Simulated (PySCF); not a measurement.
**CH2O2, SMILES `OC=O`: what the electrons do**

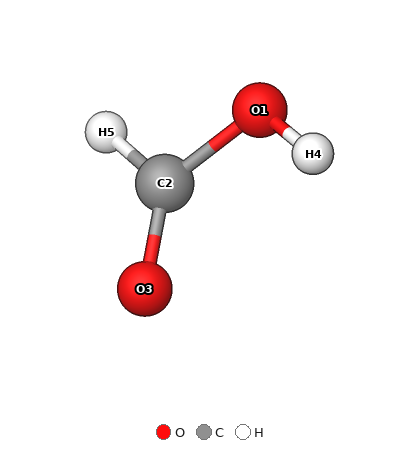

The molecule, with its atoms numbered as below. No frequency check shows the geometry to be a minimum.

Coordinates in Å:

```
O1      -1.1021    0.0853    0.0000
C2       0.1311   -0.3916    0.0000
O3       1.1284    0.2626    0.0000
H4      -1.0975    1.0580    0.0000
H5       0.1002   -1.4918    0.0000
```

Part 1: Bonding charge

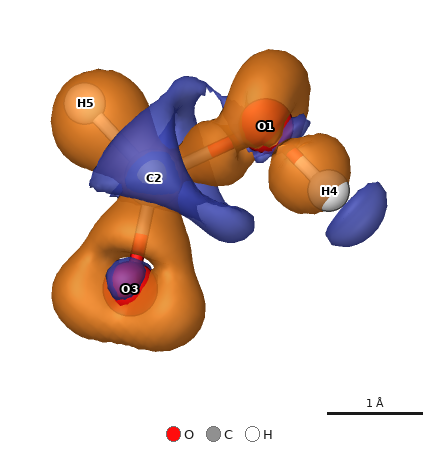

Deformation density (molecule less spherical, spin-averaged free atoms at the same positions), surfaces at ±0.1 e/Å³; orange: gain, blue: loss.

Level of theory: PBE0/def2-SVPD (PySCF), at a geometry from GFN2-xTB.

Question: How much density has each bond gained at its critical point, relative to the free atoms?

Answer: O1–H4: +0.80 e/Å³ at the bond critical point (bond length 0.97 Å). C2–H5: +0.79 e/Å³ at the bond critical point (bond length 1.10 Å). C2–O3: +0.70 e/Å³ at the bond critical point (bond length 1.19 Å). O1–C2: +0.29 e/Å³ at the bond critical point (bond length 1.32 Å). In all, 1.2 electrons gather in the regions of gain relative to the promolecule.

Question: Where do the Hirshfeld charges lie?

Answer: The highest Hirshfeld charge is on H4 (+0.19 e), the lowest on O3 (−0.28 e).

Part 2: Bond critical points

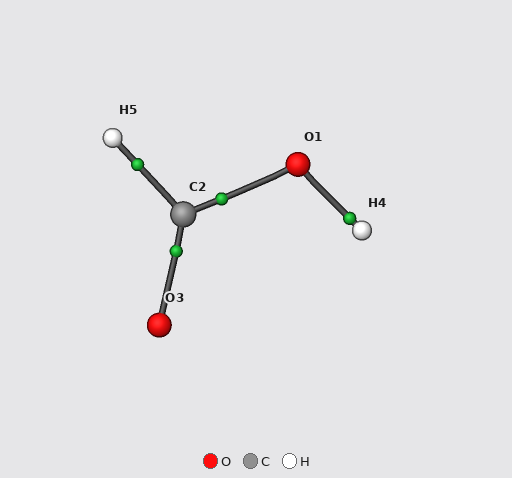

Molecular graph of the electron density (QTAIM): bond paths, bond critical points (green), ring points (magenta, if any); weak paths are dashed.

Question: How many critical points of each kind are there, and does the count close?

Answer: 5 nuclei, 4 bond, 0 ring and 0 cage critical points: 5 − 4 + 0 − 0 = 1, as the Poincaré–Hopf relation requires.

Question: Tabulate density, Laplacian, ellipticity and energy density at the bond critical points (atomic units).

Answer:
| bond | length (Å) | ρ (a.u.) | ∇²ρ (a.u.) | ε | H (a.u.) |
| --- | --- | --- | --- | --- | --- |
| C2–O3 | 1.193 | 0.430 | +0.33 | 0.10 | −0.772 |
| O1–H4 | 0.973 | 0.349 | −2.26 | 0.01 | −0.627 |
| O1–C2 | 1.322 | 0.314 | −0.24 | 0.03 | −0.509 |
| C2–H5 | 1.101 | 0.285 | −1.14 | 0.03 | −0.314 |

Question: What kind of interaction is C2–H5?

Answer: Shared-shell (covalent): ρ = 0.285, ∇²ρ = −1.14, H = −0.314 a.u.

Part 3: Local ionisation energy

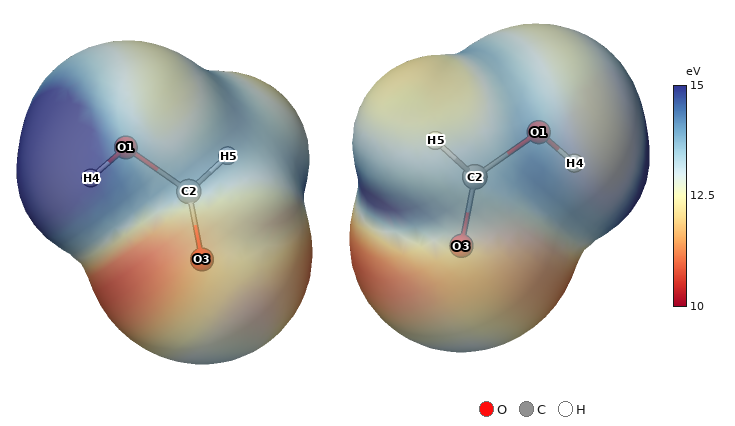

Average local ionisation energy on the surface of electron density 0.001 a.u. (back view left, front view right).

Question: Locate the minima of the map.

Answer: The lowest value is 10.5 eV, about equally far (1.9 Å) from O3 and H4. Further minima include 10.8 eV, 1.8 Å from O3; 12.2 eV, 1.4 Å from H5; 12.6 eV, off the molecular plane, over O1 (1.8 Å), and at like points elsewhere. For comparison, the highest occupied orbital lies at −8.6 eV.

Question: What volume does the surface enclose, and what is the dipole moment?

Answer: About 55 Å³; the dipole moment is 1.7 D.

Part 4: In an electric field

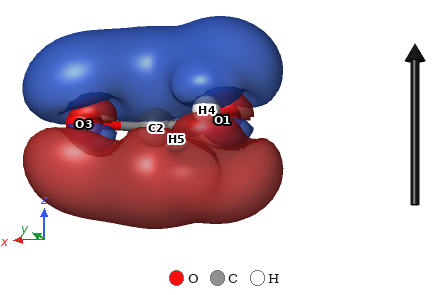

Change of the electron density in a uniform field of 0.21 V/Å along +z (arrow), surfaces at ±0.0005 e/Å³ (red: gain, blue: loss).

Computed with PySCF, PBE/6-311+G**, geometry: GFN2-xTB. The basis has diffuse s and p functions alone, which still leaves polarisabilities too small, most of all across bonds.

Question: What dipole is induced, and what polarisability does it imply?

Answer: The induced dipole is 0.14 D (along the field); α along this axis, from the fields in both directions, is 13 bohr³ (2.0 Å³).

Question: Which atoms gain and lose the most charge?

Answer: Hardly any: no atom's Hirshfeld charge changes by as much as 0.002 e. The density shifts from one side of each atom to the other; 0.017 electrons are displaced in all.

Part 5: Localised orbitals

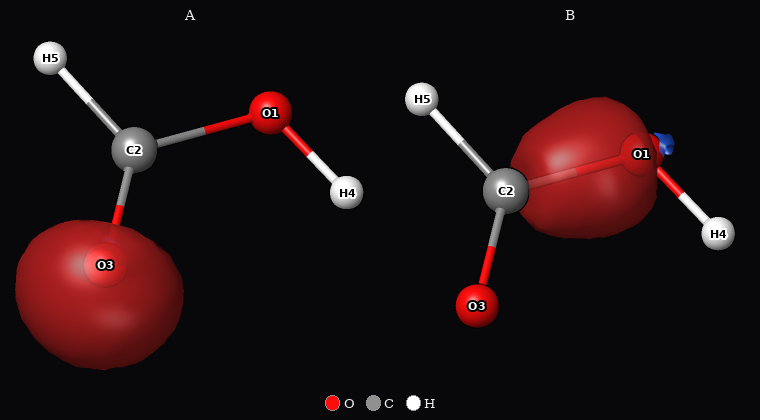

Pipek–Mezey orbitals, occupied; each surface holds about 70 % of the orbital's density. Energies are diagonal elements of the Fock matrix.

Method: PBE0/def2-SVP; geometry: GFN2-xTB; program: PySCF.

Question: What does each orbital represent in a Lewis picture?

Answer: By panel:
- A: lone pair on O3 (sp0.7-type) (O3 99 %; −15.9 eV)
- B: σ bond O1–C2 (O1 64 %, C2 36 %; −23.6 eV)

Question: How do all the valence pairs divide up?

Answer: 9 pairs: 4 σ bonds, 4 lone pairs and 1 two-centre π bond.

Part 6: The π system

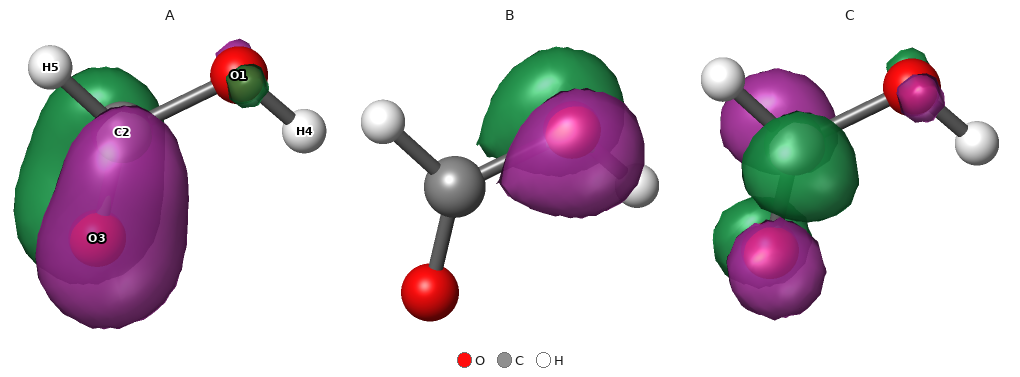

Natural orbitals of the π active space, CASSCF(4,3), singlet state, in random order.

PySCF calculation, 6-311+G** basis, gas phase; geometry: GFN2-xTB.

Question: Which orbitals are strongly, which singly and which weakly occupied?

Answer: Strongly: B (2.00), A (1.94). Weakly: C (0.06). Broadly, orbitals with more nodes between bonded atoms hold fewer electrons.

Question: How multiconfigurational is the state?

Answer: The leading determinant weighs 0.97; the effective number of unpaired electrons, Σ n²(2−n)², is 0.02; the most occupied of the weakly occupied orbitals holds 0.06 e, as in an ordinary closed-shell π system. The active space lowers the energy by 0.77 eV against Hartree–Fock.

Question: Where does the lowest triplet lie relative to the singlet, at this geometry and within this active space?

Answer: 7.01 eV above it by strongly contracted NEVPT2 (+6.39 eV by CASSCF); a small basis tends to put such gaps a few tenths of an eV too high. This is a vertical energy for π states alone; a state that uses lone pairs or σ orbitals may lie lower.

Part 7: Stretching a bond

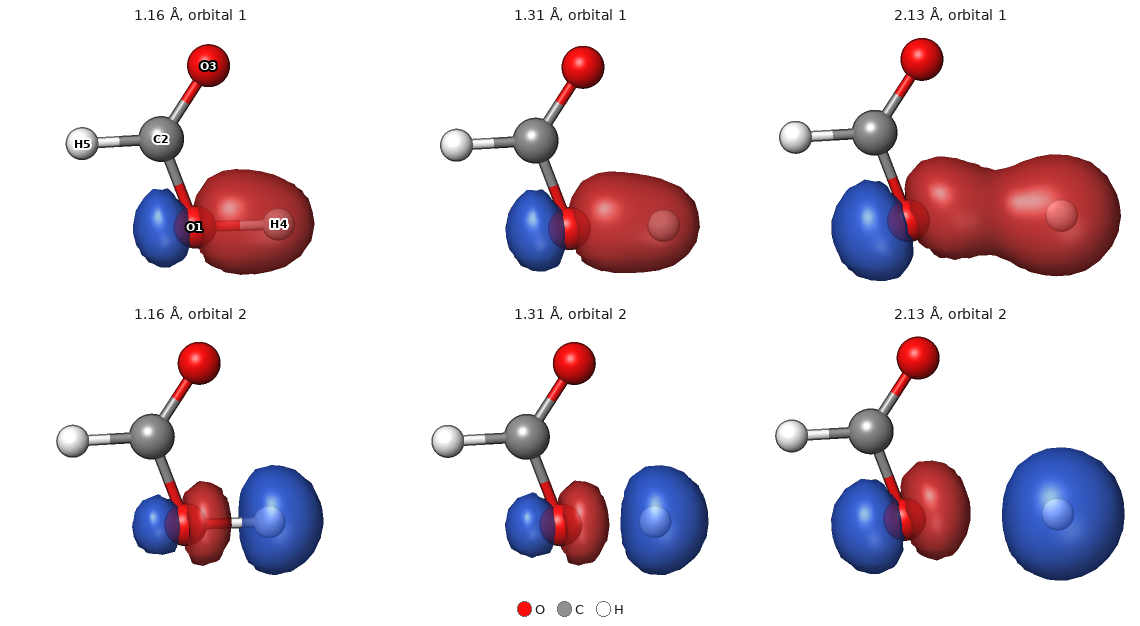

Rigid stretch of the O1–H4 bond. The two CASSCF(2,2) natural orbitals nearest half filling (orbital 1 the more occupied).

Computed with PySCF, def2-TZVP basis, geometry: GFN2-xTB.

Question: How do the occupations change along the stretch?

Answer: 1.16 Å: 1.96 and 0.04; 1.31 Å: 1.93 and 0.07; 2.13 Å: 1.48 and 0.52. At the longest distance computed (2.72 Å) they are 1.19 and 0.81, and the effective number of unpaired electrons is 1.9.

Question: Where does the UHF solution part from RHF?

Answer: Between 1.31 Å (⟨S²⟩ = 0, the two coincide) and 1.50 Å (⟨S²⟩ = 0.36); at 2.72 Å ⟨S²⟩ is 1.00 and UHF lies 4.8 eV below RHF.

Question: How much energy does the stretch cost?

Answer: By CASSCF, 4.4 eV from the lowest point of the scan (0.97 Å) to 2.72 Å; RHF gives 8.5 eV from its own lowest point. The fragments aren't relaxed and dynamic correlation is missing, so this isn't a bond dissociation energy.
